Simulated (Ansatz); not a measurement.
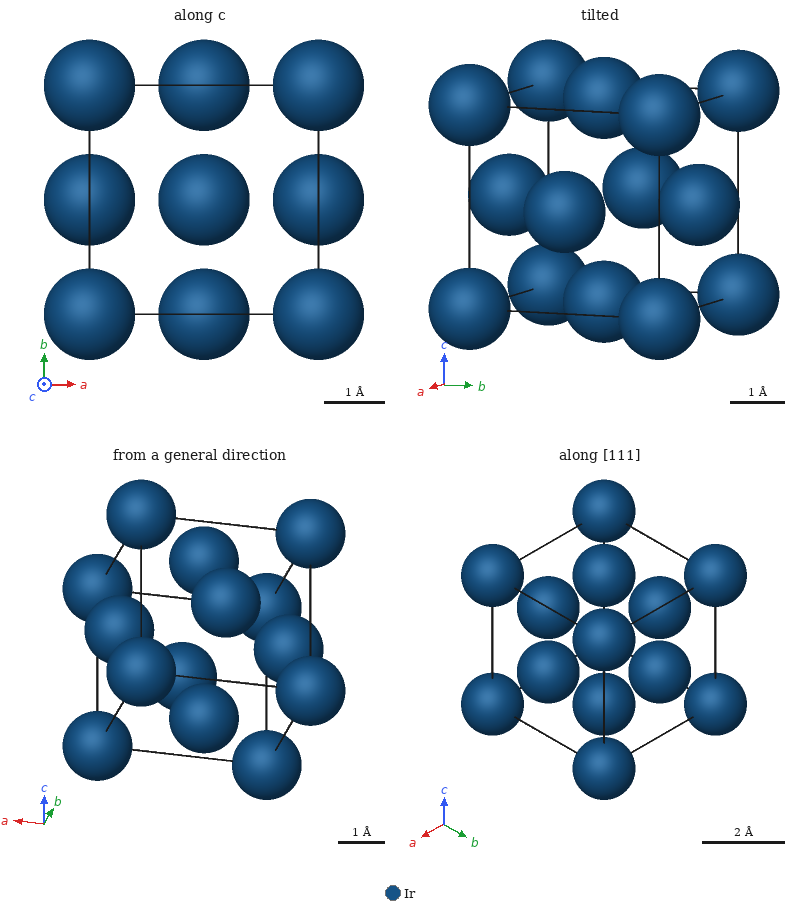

The image is a spheres-only drawing of a crystal, viewed along the c axis, slightly off an axis, from a general direction and along [111]. The box is the conventional unit cell; atoms on or close to its faces, edges and corners are drawn wherever they repeat.

> Count the atoms in the cell.

4 (iridium), counting shared atoms by their share.

> Which of the Bravais lattices applies?

Face-centred cubic.

> Which of the 230 space groups is it?

Fm-3m (No. 225), with Ir on 4a.

> Which textbook structure type do you recognise?

Face-centred cubic (Cu type).

The starting point was the standard structure of this element. Earlier steps of the study may have refined or changed the cell and positions. A calculation with Ansatz used it as input.
